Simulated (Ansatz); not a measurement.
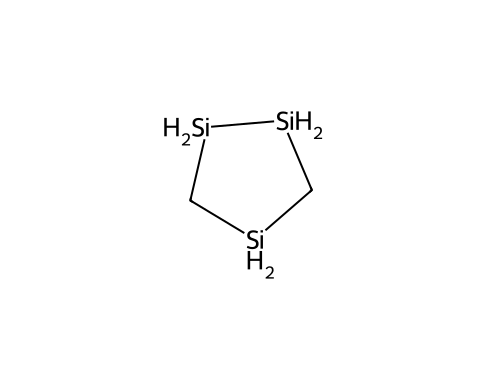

Structural formula above. The computed structure is the end point of a PBE-D4/def2-SVP optimisation. No frequency run is at hand to confirm it as a minimum.

Describe the 3D structure.

Formula C2H10Si3. As SMILES it reads `C1[SiH2]C[SiH2][SiH2]1`. Independent rings (smallest set): 1 of 5 members. Among its groups: Si–H bond. This geometry has Cs symmetry. Coordination: 2 C tetrahedral; 3 Si tetrahedral.

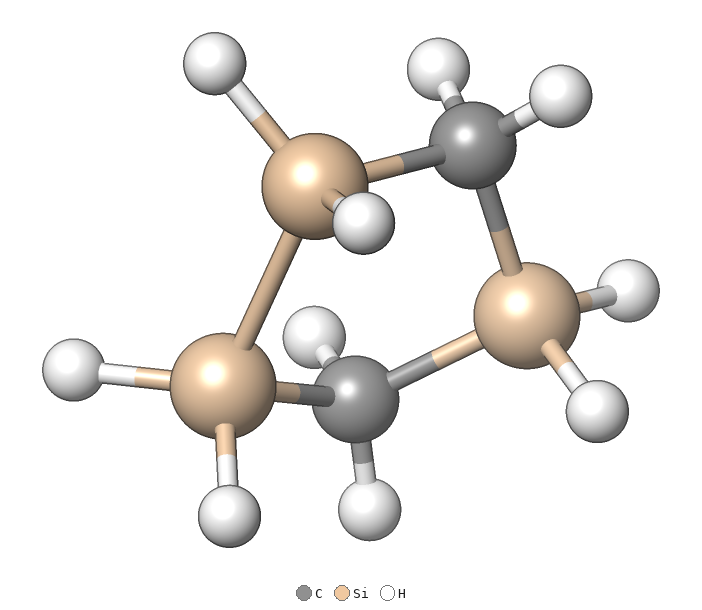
